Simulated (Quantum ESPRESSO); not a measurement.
# Dipole at the next field: F-GaN-H chair, 1 layer

How the rows were computed: Quantum ESPRESSO 7.5, RPBE, GBRV ultrasoft, PBE files; sawtooth field along the normal with dipole correction, ions clamped, threshold 1e-9 Ry; cell area 9.226 Å².

```
field (V/Å)  dipole (e Å a cell)
          0             −0.37462
        0.1             −0.35751
        0.2             −0.34019
```

One more run was made and is withheld. What is the dipole at 0.3 V/Å, and what electrostatic thickness 4πα/A follows from the rows?

**Worked estimate.** The slope is (−0.34019 − (−0.37462))/0.2 = 0.1722 e Å²/V, so 4πα/A = 180.95 × 0.1722/9.226 = 3.38 Å. Linear response gives p = −0.37462 + 0.1722 × (0.3) = −0.32298 e Å; a parabola through the three rows gives −0.32266.

**Check.** p = −0.32274 e Å. The line misses by 0.5 % of the induced dipole and the parabola by 0.2 %. The response is linear over this range.

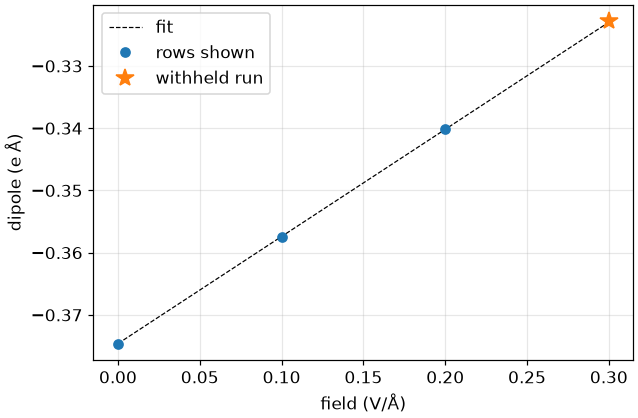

The rows shown, the fit and the withheld run.

**Limits.** Electrons alone respond; local and semilocal functionals tend to overscreen.

[Logs are printed without paths, hosts, clocks, repeated set-up lines and the standing remarks that a program may print on its own settings, such as how far it seeks lower states.]
